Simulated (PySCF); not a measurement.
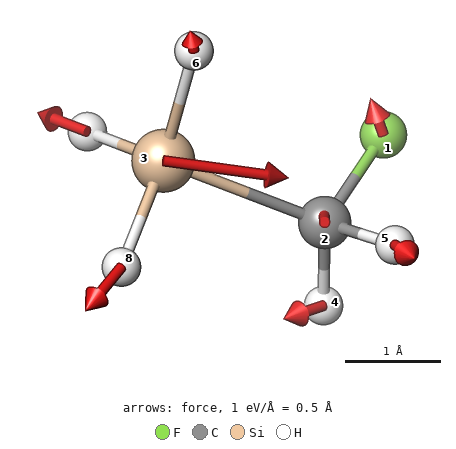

Starting geometry of H₃SiCH₂F with the computed forces as red arrows. Style: ball-and-stick. Shown at a tilt.

The start comes from GFN2-xTB. Its atoms were then displaced at random by about 0.03 Å.

Theory: PBE0-D3(BJ)/def2-SVP geometry optimisation, gas phase (PySCF 2.14.0, density-fitted response routines). 

### What follows when this structure is relaxed?

It isn't relaxed: the largest force vector, on the Si atom, is 2.75 eV/Å. The final displacements follow the starting forces only in part (cosine between the two patterns 0.81). The energy falls by 0.361 eV in 4 geometry steps. The Si atom moves most after the best rigid fit: 0.12 Å. By element the largest moves are Si 0.12 Å, H 0.10 Å, F 0.08 Å, C 0.06 Å. Among the contacts that change: H–Si 1.422 → 1.492 Å, C–Si 1.964 → 1.902 Å, C–H 1.075 → 1.105 Å, H–Si 1.465 → 1.492 Å. Among the angles between lasting bonds that change: F–C–H 98.5° → 109.1°, Si–C–H 118.9° → 110.9°, C–Si–H 102.1° → 108.8°. The run took 7.6 s on 1 thread of AMD EPYC 7R43 64-Core Processor, on a shared host.
